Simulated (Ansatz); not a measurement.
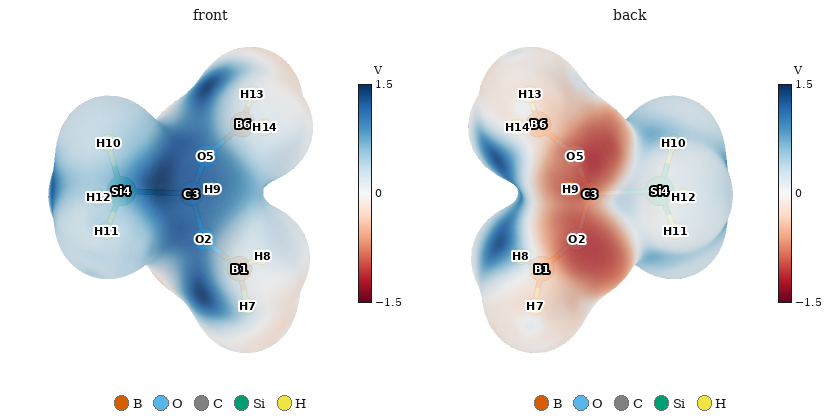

CH8B2O2Si. The molecular electrostatic potential painted on the density surface at 0.002 e/bohr³, seen from the front and from behind; the colour scale runs from red (negative) to blue (positive).

The calculation used Ansatz 0.2.0, RKS B3LYP/6-31G*.

```xyz
14

B    -1.7179   -1.3703    0.8286
O    -0.4442   -0.9168    0.8957
C     0.1116   -0.0609   -0.0976
Si    1.8118   -0.7824   -0.6355
O     0.3317    1.2112    0.5037
B    -0.3747    2.3104    0.1495
H    -2.0766   -2.0844    1.7151
H    -2.4213   -1.0581   -0.0926
H    -0.6021    0.0462   -0.9273
H     2.4090    0.1192   -1.6547
H     1.5887   -2.1281   -1.2252
H     2.6920   -0.8763    0.5526
H    -0.1031    3.3242    0.7179
H    -1.2179    2.2368   -0.7017
```

Question: Describe the electrostatic potential map.

Answer: The most negative region (about −1.0 V) lies over O2 and O5, the most positive (about +1.4 V) over B1, Si4 and B6.
